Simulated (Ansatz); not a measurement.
One crystal and one scan (energy against volume) at two levels, PBE (plane waves to 420 eV, PAW, scalar-relativistic; Ansatz, a quantum-chemistry and plane-wave program) and PBEsol (plane waves to 420 eV, PAW, scalar-relativistic; Ansatz), each from its own relaxed cell and on its own mesh. The cell shown is that of PBE.

Ti (hcp, Mg type)

```
CELL_PARAMETERS angstrom
      2.93885     0.00000     0.00000
     -1.46943     2.54512     0.00000
      0.00000     0.00000     4.64996
ATOMIC_POSITIONS crystal
  Ti 0.33333 0.66667 0.75000
  Ti 0.66667 0.33333 0.25000
```

The volume is varied about the relaxed value V₀ at fixed cell shape. Symmetry pins the atoms to their sites.

E stands for the smeared free energy. The PAW data are Ansatz's earlier set. Ti is run without spin polarisation. Ti was relaxed with its symmetry unable to fall. With the shape held, the modulus is that of even scaling; a crystal free to change shape is softer. Percentages come from the unrounded values. Both scans cover V/V₀ from 0.840 to 1.160.

```
quantity                                                                       PBE  PBEsol     PBE − PBEsol
---------------------------------------------------------------------------  -----  ------  ---------------
Lattice constant a (Å)                                                       2.939   2.900  +0.039 (+1.3 %)
Lattice constant c (Å)                                                       4.650   4.590  +0.060 (+1.3 %)
Relaxed volume (Å³/atom)                                                     17.39   16.72   +0.67 (+4.0 %)
Pressure at the smallest volume (GPa)                                         26.5    28.1      -1.6 (-6 %)
Energy cost of the largest compression (meV/atom)                              202     207        -5 (-2 %)
Energy cost of the largest expansion (meV/atom)                                123     127        -4 (-3 %)
Bulk modulus at fixed cell shape B₀ (third-order Birch-Murnaghan fit) (GPa)  111.6   119.4    -7.8 (-6.5 %)
Pressure derivative B₀′ (fit)                                                  3.6     3.5      +0.1 (+3 %)
Pressure for 5 % compression (fit) (GPa)                                       6.3     6.7      -0.4 (-6 %)
```

PBE gives the higher value for: lattice constant a; lattice constant c; relaxed volume. PBE gives the lower value for: pressure at the smallest volume; energy cost of the largest compression; energy cost of the largest expansion; bulk modulus at fixed cell shape B₀; pressure for 5 % compression.

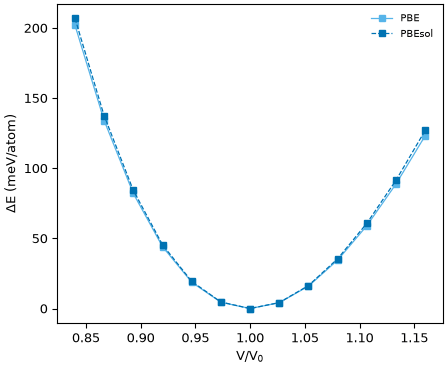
Fig. 1. ΔE, each from the relaxed starting cell of its own level.

(Under strain, the slope of the energy per volume gives the stress and its curvature an elastic modulus.)
